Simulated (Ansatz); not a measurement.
# CH₃BF₂O: a spread of methods and bases

How do the results and run time of CH₃BF₂O respond when the settings are drawn wide?

The runs use Ansatz 0.2.0, Gaussian basis; the settings change from run to run.

## (1) The relaxed structure

The geometry comes from an earlier relaxation with PBE0-D4 in a triple-zeta def2 set; it is a stationary point, not always the lowest conformer.

SMILES `OB(F)CF`, 8 atoms, charge 0, spin multiplicity 1.

Atoms are counted from 1 here; the program's logs count them from 0.

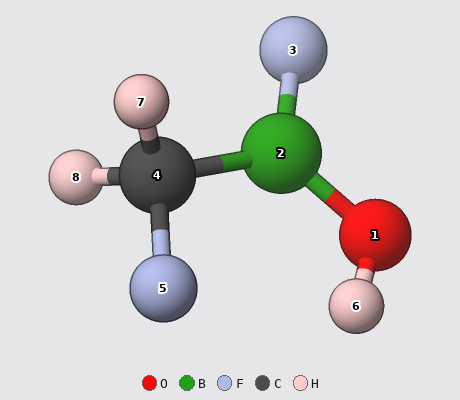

The structure; oxygen red, boron green, fluorine light blue, carbon dark grey, hydrogen pink; atoms are numbered from 1 in the order of the file.

## (2) SPW92/def2-SVPD

Set apart from the defaults: charge +1, multiplicity 2, atoms shaken by 0.15 Å, the search for lower states set to light.

in.yaml reads:

```yaml
crystal:
  periodic: [false, false, false]
  atoms:
    - {symbol: O, position_ang: [-0.714989, 0.329328, 1.200293]}
    - {symbol: B, position_ang: [0.249047, -0.098169, 0.803843]}
    - {symbol: F, position_ang: [0.870336, -0.534159, 1.456651]}
    - {symbol: C, position_ang: [0.640964, -0.414172, -0.729557]}
    - {symbol: F, position_ang: [-0.677969, 0.550651, -1.350736]}
    - {symbol: H, position_ang: [-1.617962, 0.907126, 0.551627]}
    - {symbol: H, position_ang: [1.336955, 0.066697, -0.911417]}
    - {symbol: H, position_ang: [0.376963, -1.007509, -0.911457]}
basis:
  gaussian: {orbitals: def2-SVPD}
total_charge: 1
magnetization: {spin_polarized: true, initial_magnetization: 1}
hamiltonian: {xc: {name: SPW92}}
scf: {lower_state_search: light}
```

Command:

```
$ ansatz run in.yaml --threads 2 --pin off --events-out ev --progress --plain --max-ram 4352MiB
```

The program printed:

```text
Functional definition: SPW92
  name "SPW92"
  cite "Dirac, Proc. Camb. Phil. Soc. 26, 376 (1930) doi:10.1017/S0305004100016108"
  cite "Slater, Phys. Rev. 81, 385 (1951) doi:10.1103/PhysRev.81.385"
  cite "Perdew & Wang, Phys. Rev. B 45, 13244 (1992) doi:10.1103/PhysRevB.45.13244"
  exchange = slater_x
  correlation = pw_c
1075 factors; their error is unknown
mean field evaluation 1: about -9115.3840 eV, gradient 8.2e1 eV
mean field evaluation 2: about -8972.6493 eV, gradient 1.9e2 eV
mean field evaluation 4: about -9120.9486 eV, gradient 7.3e1 eV
mean field evaluation 8: about -9143.1640 eV, gradient 1.9e0 eV
mean field evaluation 16: about -9143.1348 eV, gradient 2.6e-2 eV
mean field evaluation 32: about -9142.8740 eV, gradient 3.5e0 eV
mean field -9143.13477321 eV, -336.0040054760 hartree, gradient 1.4e-5 eV, S^2 0.750927; 5 other end points of the search recorded, 0 dependent functions left out
reference -9143.13482680 eV, -336.0040074454 hartree; 20, 19 occupied and 113, 114 virtual orbitals, 1075 factors
Total energy: -9143.13482680 eV, -336.0040074454 hartree
```

Wall time 1.1 s (2 threads of AMD EPYC 9R45, shared host).

⟨S²⟩ 0.751.

## (3) revPBE/STO-3G

This run has multiplicity 3, D3(BJ) dispersion.

in.yaml reads:

```yaml
crystal:
  periodic: [false, false, false]
  atoms:
    - {symbol: O, position_ang: [-0.897524, 0.575962, 1.321875]}
    - {symbol: B, position_ang: [0.138355, -0.089293, 0.786480]}
    - {symbol: F, position_ang: [1.017926, -0.655468, 1.602650]}
    - {symbol: C, position_ang: [0.344666, -0.220410, -0.772704]}
    - {symbol: F, position_ang: [-0.684447, 0.439880, -1.446472]}
    - {symbol: H, position_ang: [-1.469397, 0.943566, 0.639773]}
    - {symbol: H, position_ang: [1.296844, 0.216151, -1.093196]}
    - {symbol: H, position_ang: [0.345577, -1.267588, -1.094206]}
basis:
  gaussian: {orbitals: STO-3G}
magnetization: {spin_polarized: true, initial_magnetization: 2}
hamiltonian: {xc: {name: revPBE}, dispersion: d3bj}
output: {forces: true}
```

The command is unchanged.

The program printed, cut to the lines that bear on the results:

```text
Functional definition: revPBE
  name "revPBE"
  cite "Zhang & Yang, Phys. Rev. Lett. 80, 890 (1998) doi:10.1103/PhysRevLett.80.890"
  cite "Perdew, Burke & Ernzerhof, Phys. Rev. Lett. 77, 3865 (1996) doi:10.1103/PhysRevLett.77.3865"
[...]
398 factors; integrals over basis functions are off by at most 1.0e-4 eV
[...]
mean field -9107.42518016 eV, -334.6917021362 hartree, gradient 2.2e-6 eV, S^2 2.001031; 6 other end points of the search recorded, 0 dependent functions left out
[...]
reference -9107.42520247 eV, -334.6917029562 hartree; 21, 19 occupied and 7, 9 virtual orbitals, 398 factors
Total energy: -9107.71564057 eV, -334.7023763596 hartree
Atom 0 at    -0.897524     0.575962     1.321875 Å, force    -3.126755     2.367861     4.724040 eV/Å
Atom 1 at     0.138355    -0.089293     0.786480 Å, force     1.595111    -1.403994    -2.744798 eV/Å
Atom 2 at     1.017926    -0.655468     1.602650 Å, force     3.245453    -2.073567     2.430078 eV/Å
Atom 3 at     0.344666    -0.220410    -0.772704 Å, force    -0.163233     0.486238     0.097401 eV/Å
Atom 4 at    -0.684447     0.439880    -1.446472 Å, force    -1.037618     0.594621    -0.622187 eV/Å
Atom 5 at    -1.469397     0.943566     0.639773 Å, force    -2.226397     1.223739    -2.416832 eV/Å
Atom 6 at     1.296844     0.216151    -1.093196 Å, force     1.620672     0.548304    -0.741532 eV/Å
Atom 7 at     0.345577    -1.267588    -1.094206 Å, force     0.092767    -1.743201    -0.726172 eV/Å
Dipole moment:    -0.106395     0.047531    -0.372068 e Å
```

Run time: 1.1 s. Hardware: 2 threads of AMD EPYC 9R45, shared host.

Largest force 6.140 eV/Å, dipole 1.87 D, ⟨S²⟩ 2.001.

## (4) wPBEh/x2c-TZVPPall

Set apart from the defaults: charge -1, multiplicity 2, a grid of angular degree 47, high accuracy, the search for lower states set to light.

in.yaml: that of step 3 with these lines changed.

```diff
@@ -12,5 +12,7 @@
 basis:
-  gaussian: {orbitals: STO-3G}
-magnetization: {spin_polarized: true, initial_magnetization: 2}
-hamiltonian: {xc: {name: revPBE}, dispersion: d3bj}
-output: {forces: true}
+  gaussian: {orbitals: x2c-TZVPPall, final_grid: {core_spheres: 20, valence_spheres: 16, degree: 47}}
+total_charge: -1
+magnetization: {spin_polarized: true, initial_magnetization: 1}
+hamiltonian: {xc: {name: wPBEh}}
+accuracy: high
+scf: {lower_state_search: light}
```

Launched as before.

The program printed, cut to the lines that bear on the results:

```text
Functional definition: wPBEh
  name "wPBEh"
  cite "Heyd, Scuseria & Ernzerhof, J. Chem. Phys. 118, 8207 (2003) doi:10.1063/1.1564060"
  cite "Krukau, Vydrov, Izmaylov & Scuseria, J. Chem. Phys. 125, 224106 (2006) doi:10.1063/1.2404663"
  cite "Heyd & Scuseria, J. Chem. Phys. 120, 7274 (2004) doi:10.1063/1.1668634"
  cite "Ernzerhof & Perdew, J. Chem. Phys. 109, 3313 (1998) doi:10.1063/1.476928"
  cite "Perdew, Burke & Ernzerhof, Phys. Rev. Lett. 77, 3865 (1996) doi:10.1103/PhysRevLett.77.3865"
  parent pbe
[...]
3443 factors; integrals over basis functions are off by at most 1.7e-8 eV
90 factors; integrals over basis functions are off by at most 1.7e-9 eV
[...]
mean field -9246.24824688 eV, -339.7933557405 hartree, gradient 2.3e-8 eV, S^2 0.750776; 6 other end points of the search recorded, 0 dependent functions left out
reference -9246.24825075 eV, -339.7933558828 hartree; 21, 20 occupied and 176, 177 virtual orbitals, 3443 factors
Total energy: -9246.24825075 eV, -339.7933558828 hartree
Relativity: scalar
```

It took 15 s on 2 threads of AMD EPYC 9R45, shared host; peak memory 1.3 GiB.

⟨S²⟩ 0.751.

## (5) LC-wPBE/def2-mTZVP

This run has density fitting with def2-universal-jkfit.

in.yaml: that of step 4 with these lines changed.

```diff
@@ -12,7 +12,3 @@
 basis:
-  gaussian: {orbitals: x2c-TZVPPall, final_grid: {core_spheres: 20, valence_spheres: 16, degree: 47}}
-total_charge: -1
-magnetization: {spin_polarized: true, initial_magnetization: 1}
-hamiltonian: {xc: {name: wPBEh}}
-accuracy: high
-scf: {lower_state_search: light}
+  gaussian: {orbitals: def2-mTZVP, fitting: {mean_field: def2-universal-jkfit}}
+hamiltonian: {xc: {name: LC-wPBE}}
```

The command is unchanged.

The program printed, cut to the lines that bear on the results:

```text
Functional definition: LC-wPBE
  name "LC-wPBE"
  cite "Vydrov & Scuseria, J. Chem. Phys. 125, 234109 (2006) doi:10.1063/1.2409292"
  cite "Heyd & Scuseria, J. Chem. Phys. 120, 7274 (2004) doi:10.1063/1.1668634"
  cite "Ernzerhof & Perdew, J. Chem. Phys. 109, 3313 (1998) doi:10.1063/1.476928"
  cite "Perdew, Burke & Ernzerhof, Phys. Rev. Lett. 77, 3865 (1996) doi:10.1103/PhysRevLett.77.3865"
  parent pbe
[...]
435 factors; integrals over basis functions are off by at most 1.6e0 eV
435 factors; integrals over basis functions are off by at most 4.2e-4 eV
[...]
mean field -9244.33501320 eV, -339.7230456999 hartree, gradient 4.8e-5 eV, S^2 0.000000; 0 other end points of the search recorded, 0 dependent functions left out
reference -9244.33501321 eV, -339.7230457002 hartree; 20, 20 occupied and 89, 89 virtual orbitals, 435 factors
Total energy: -9244.33501321 eV, -339.7230457002 hartree
```

Run time: 0.5 s. Hardware: 2 threads of AMD EPYC 9R45, shared host.

## (6) B2GP-PLYP/def2-mTZVPP

This run has unrestricted orbitals, density fitting with def2-universal-jkfit, high accuracy.

in.yaml: that of step 5 with these lines changed.

```diff
@@ -12,3 +12,6 @@
 basis:
-  gaussian: {orbitals: def2-mTZVP, fitting: {mean_field: def2-universal-jkfit}}
-hamiltonian: {xc: {name: LC-wPBE}}
+  gaussian: {orbitals: def2-mTZVPP, fitting: {mean_field: def2-universal-jkfit}}
+magnetization: {spin_polarized: true, initial_magnetization: 0}
+hamiltonian: {xc: {name: B2GP-PLYP}}
+accuracy: high
+output: {forces: true}
```

Launched as before.

The program printed, cut to the lines that bear on the results:

```text
Functional definition: B2GP-PLYP
  name "B2GP-PLYP"
  cite "Karton, Tarnopolsky, Lamère, Schatz & Martin, J. Phys. Chem. A 112, 12868 (2008) doi:10.1021/jp801805p"
  cite "Becke, Phys. Rev. A 38, 3098 (1988) doi:10.1103/PhysRevA.38.3098"
  cite "Lee, Yang & Parr, Phys. Rev. B 37, 785 (1988) doi:10.1103/PhysRevB.37.785"
[...]
435 factors; integrals over basis functions are off by at most 1.6e0 eV
[...]
mean field -9231.48443963 eV, -339.2507958314 hartree, gradient 2.2e-8 eV, S^2 0.000000; 0 other end points of the search recorded, 0 dependent functions left out
5 core orbitals not correlated: weight in the atoms' cores, before any rotation towards them, 1.000 or more for the frozen orbitals, at most 0.000 for the correlated occupied ones
reference -9231.48445693 eV, -339.2507964671 hartree; 15, 15 occupied and 105, 105 virtual orbitals, 435 factors
second order -26.66248765 eV of doubles, -0.00000000 eV of singles
[...]
Total energy: -9241.08295248 eV, -339.6035346727 hartree
Atom 0 at    -0.897524     0.575962     1.321875 Å, force    -0.054840     0.034389     0.045612 eV/Å
Atom 1 at     0.138355    -0.089293     0.786480 Å, force    -0.062418     0.039909    -0.083834 eV/Å
Atom 2 at     1.017926    -0.655468     1.602650 Å, force     0.105905    -0.067316     0.071915 eV/Å
Atom 3 at     0.344666    -0.220410    -0.772704 Å, force     0.513252    -0.330037     0.107934 eV/Å
Atom 4 at    -0.684447     0.439880    -1.446472 Å, force    -0.291819     0.187565    -0.181570 eV/Å
Atom 5 at    -1.469397     0.943566     0.639773 Å, force    -0.033009     0.021814    -0.013568 eV/Å
Atom 6 at     1.296844     0.216151    -1.093196 Å, force    -0.149809    -0.039027     0.026879 eV/Å
Atom 7 at     0.345577    -1.267588    -1.094206 Å, force    -0.027262     0.152702     0.026633 eV/Å
Dipole moment:     0.030633    -0.019092    -0.259306 e Å
```

Wall time 7 s (2 threads of AMD EPYC 9R45, shared host).

Largest force 0.620 eV/Å, dipole 1.26 D, ⟨S²⟩ 0.000.

## (7) CAM-B3LYP/cc-pVTZ

Options: the search for lower states set to off.

in.yaml: that of step 6 with these lines changed.

```diff
@@ -12,6 +12,4 @@
 basis:
-  gaussian: {orbitals: def2-mTZVPP, fitting: {mean_field: def2-universal-jkfit}}
-magnetization: {spin_polarized: true, initial_magnetization: 0}
-hamiltonian: {xc: {name: B2GP-PLYP}}
-accuracy: high
-output: {forces: true}
+  gaussian: {orbitals: cc-pVTZ}
+hamiltonian: {xc: {name: CAM-B3LYP}}
+scf: {lower_state_search: off}
```

Same command.

The program printed, cut to the lines that bear on the results:

```text
Functional definition: CAM-B3LYP
  name "CAM-B3LYP"
  cite "Yanai, Tew & Handy, Chem. Phys. Lett. 393, 51 (2004) doi:10.1016/j.cplett.2004.06.011"
  cite "Iikura, Tsuneda, Yanai & Hirao, J. Chem. Phys. 115, 3540 (2001) doi:10.1063/1.1383587"
  cite "Becke, Phys. Rev. A 38, 3098 (1988) doi:10.1103/PhysRevA.38.3098"
  cite "Lee, Yang & Parr, Phys. Rev. B 37, 785 (1988) doi:10.1103/PhysRevB.37.785"
  cite "Vosko, Wilk & Nusair, Can. J. Phys. 58, 1200 (1980) doi:10.1139/p80-159"
[...]
  # Exact exchange under (alpha + beta erf(omega r))/r, Becke's under what is left of 1/r.
[...]
1015 factors; their error is unknown
234 factors; integrals over basis functions are off by at most 1.1e-5 eV
[...]
mean field -9246.91787781 eV, -339.8179642233 hartree, gradient 4.7e-6 eV, S^2 0.000000; 0 other end points of the search recorded, 0 dependent functions left out
reference -9246.91798159 eV, -339.8179680375 hartree; 20, 20 occupied and 172, 172 virtual orbitals, 1015 factors
Total energy: -9246.91798159 eV, -339.8179680375 hartree
Checks for a lower state left out: stability, starts, cluster_reference, orbital_swaps, neighbouring_geometries, increment
```

It took 0.85 s on 2 threads of AMD EPYC 9R45, shared host; peak memory 0.43 GiB.

## (8) PBE/def2-SVP

Set apart from the defaults: a point charge of 2.00 e beside it, D3(BJ) dispersion.

in.yaml: that of step 7 with these lines changed.

```diff
@@ -12,4 +12,3 @@
 basis:
-  gaussian: {orbitals: cc-pVTZ}
-hamiltonian: {xc: {name: CAM-B3LYP}}
-scf: {lower_state_search: off}
+  gaussian: {orbitals: def2-SVP, point_charges: [{charge: 2.00, position_ang: [5.925, -0.207, 0.213]}]}
+hamiltonian: {xc: {name: PBE}, dispersion: d3bj}
```

Same command.

The program printed:

```text
Functional definition: PBE
  name "PBE"
  cite "Perdew, Burke & Ernzerhof, Phys. Rev. Lett. 77, 3865 (1996) doi:10.1103/PhysRevLett.77.3865"
  parent pbe
  parameter kappa = 0.804
  parameter beta = 0.06672455060314922
  exchange = pbe_x(kappa = kappa, mu = beta*pi^2/3)
  correlation = pbe_c(beta = beta)
925 factors; their error is unknown
mean field evaluation 1: about -9222.5329 eV, gradient 5.9e1 eV
mean field evaluation 2: about -9209.9748 eV, gradient 1.0e2 eV
mean field evaluation 4: about -9229.0862 eV, gradient 5.0e0 eV
mean field evaluation 8: about -9229.1274 eV, gradient 1.2e-1 eV
mean field evaluation 16: about -9229.0849 eV, gradient 8.9e-5 eV
mean field -9229.08488048 eV, -339.1626136594 hartree, gradient 8.9e-5 eV, S^2 0.000000; 0 other end points of the search recorded, 0 dependent functions left out
reference -9229.08490701 eV, -339.1626146340 hartree; 20, 20 occupied and 65, 65 virtual orbitals, 925 factors
Total energy: -9229.19460455 eV, -339.1666459443 hartree
```

Wall time 0.35 s (2 threads of AMD EPYC 9R45, shared host).

## (9) PBEsol/STO-3G

Options: a grid of angular degree 11, D3(BJ) dispersion.

in.yaml: that of step 8 with these lines changed.

```diff
@@ -12,3 +12,3 @@
 basis:
-  gaussian: {orbitals: def2-SVP, point_charges: [{charge: 2.00, position_ang: [5.925, -0.207, 0.213]}]}
-hamiltonian: {xc: {name: PBE}, dispersion: d3bj}
+  gaussian: {orbitals: STO-3G, final_grid: {core_spheres: 5, valence_spheres: 4, degree: 11}}
+hamiltonian: {xc: {name: PBEsol}, dispersion: d3bj}
```

Same command.

The program printed:

```text
Functional definition: PBEsol
  name "PBEsol"
  cite "Perdew et al., Phys. Rev. Lett. 100, 136406 (2008) doi:10.1103/PhysRevLett.100.136406"
  cite "Perdew, Burke & Ernzerhof, Phys. Rev. Lett. 77, 3865 (1996) doi:10.1103/PhysRevLett.77.3865"
  parent pbesol
  exchange = pbesol_x
  correlation = pbesol_c
398 factors; integrals over basis functions are off by at most 1.0e-4 eV
mean field evaluation 1: about -9075.7834 eV, gradient 1.3e1 eV
mean field evaluation 2: about -9074.6714 eV, gradient 2.5e1 eV
mean field evaluation 4: about -9076.2903 eV, gradient 2.2e0 eV
mean field evaluation 8: about -9076.1845 eV, gradient 8.8e-2 eV
mean field -9076.18454922 eV, -333.5436301251 hartree, gradient 1.2e-5 eV, S^2 0.000000; 0 other end points of the search recorded, 0 dependent functions left out
reference -9076.18457848 eV, -333.5436312002 hartree; 20, 20 occupied and 8, 8 virtual orbitals, 398 factors
Total energy: -9076.22207862 eV, -333.5450093049 hartree
```

Run time: 0.15 s. Hardware: 2 threads of AMD EPYC 9R45, shared host.

## (10) rPW86-PBE/def2-TZVPD

Set apart from the defaults: unrestricted orbitals, coordinates scaled by 0.92, density fitting with def2-universal-jkfit, the search for lower states set to full.

in.yaml reads:

```yaml
crystal:
  periodic: [false, false, false]
  atoms:
    - {symbol: O, position_ang: [-0.825722, 0.529885, 1.216125]}
    - {symbol: B, position_ang: [0.127286, -0.082149, 0.723561]}
    - {symbol: F, position_ang: [0.936492, -0.603031, 1.474438]}
    - {symbol: C, position_ang: [0.317093, -0.202777, -0.710888]}
    - {symbol: F, position_ang: [-0.629691, 0.404690, -1.330754]}
    - {symbol: H, position_ang: [-1.351845, 0.868081, 0.588591]}
    - {symbol: H, position_ang: [1.193096, 0.198859, -1.005740]}
    - {symbol: H, position_ang: [0.317931, -1.166181, -1.006669]}
basis:
  gaussian: {orbitals: def2-TZVPD, fitting: {mean_field: def2-universal-jkfit}}
magnetization: {spin_polarized: true, initial_magnetization: 0}
hamiltonian: {xc: {name: rPW86-PBE}}
scf: {lower_state_search: full}
output: {forces: true}
```

The command is unchanged.

The program printed, cut to the lines that bear on the results:

```text
Functional definition: rPW86-PBE
  name "rPW86-PBE"
  cite "Murray, Lee & Langreth, J. Chem. Theory Comput. 5, 2754 (2009) doi:10.1021/ct900365q"
  cite "Perdew, Burke & Ernzerhof, Phys. Rev. Lett. 77, 3865 (1996) doi:10.1103/PhysRevLett.77.3865"
  parent pbe
[...]
435 factors; integrals over basis functions are off by at most 1.6e0 eV
[...]
mean field -9264.38973908 eV, -340.4600432824 hartree, gradient 1.6e-5 eV, S^2 0.000000; 0 other end points of the search recorded, 0 dependent functions left out
[...]
reference -9264.38987195 eV, -340.4600481651 hartree; 20, 20 occupied and 201, 201 virtual orbitals, 435 factors
Total energy: -9264.38987195 eV, -340.4600481651 hartree
Atom 0 at    -0.825722     0.529885     1.216125 Å, force    -3.104306     1.990873     6.572613 eV/Å
Atom 1 at     0.127286    -0.082149     0.723561 Å, force     0.940106    -0.600348    -2.851232 eV/Å
Atom 2 at     0.936492    -0.603031     1.474438 Å, force     5.623944    -3.618824     5.072829 eV/Å
Atom 3 at     0.317093    -0.202777    -0.710888 Å, force     1.524745    -0.979054     0.704223 eV/Å
Atom 4 at    -0.629691     0.404690    -1.330754 Å, force    -5.245186     3.366100    -3.788728 eV/Å
Atom 5 at    -1.351845     0.868081     0.588591 Å, force    -3.702029     2.380209    -3.640071 eV/Å
Atom 6 at     1.193096     0.198859    -1.005740 Å, force     3.659344     1.347258    -1.032811 eV/Å
Atom 7 at     0.317931    -1.166181    -1.006669 Å, force     0.303382    -3.886213    -1.036823 eV/Å
Dipole moment:    -0.011600     0.007916    -0.242731 e Å
```

It took 4.1 s on 2 threads of AMD EPYC 9R45, shared host; peak memory 0.4 GiB.

Largest force 8.394 eV/Å, dipole 1.17 D, ⟨S²⟩ 0.000.

## (11) The runs in one table

```csv
level,charge,multiplicity,geometry,functions,energy (eV),time
SPW92/def2-SVPD,1,2,shaken,133,-9143.135,1.1 s
revPBE/STO-3G,0,3,relaxed,28,-9107.716,1.1 s
wPBEh/x2c-TZVPPall,-1,2,relaxed,197,-9246.248,15 s
LC-wPBE/def2-mTZVP,0,1,relaxed,109,-9244.335,0.5 s
B2GP-PLYP/def2-mTZVPP,0,1,relaxed,125,-9241.083,7 s
CAM-B3LYP/cc-pVTZ,0,1,relaxed,192,-9246.918,0.85 s
PBE/def2-SVP,0,1,"relaxed, point charge",85,-9229.195,0.35 s
PBEsol/STO-3G,0,1,relaxed,28,-9076.222,0.15 s
rPW86-PBE/def2-TZVPD,0,1,scaled,221,-9264.390,4.1 s
```

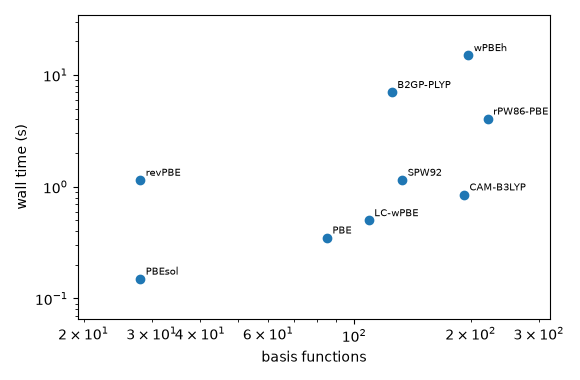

Wall time against the number of basis functions (shared host).

## (12) Outcome

```
                                         quantity                     value
                                             runs                         9
                                         quickest     PBEsol/STO-3G, 0.15 s
                                          slowest  wPBEh/x2c-TZVPPall, 15 s
spread of total energies, same state and geometry                  170.7 eV
```

What this shows: Run time spans a factor of 100, from PBEsol/STO-3G to wPBEh/x2c-TZVPPall. The jobs differ in tasks and options as well as level. Total energies at one charge and spin differ by 171 eV between levels, so only differences within one level mean anything. At the PBE0-D4/def2-TZVP geometry and in the same state, runs without warnings or point charges leave forces up to 0.62 eV/Å (B2GP-PLYP/def2-mTZVPP), against 8.4 eV/Å where the atoms were moved.
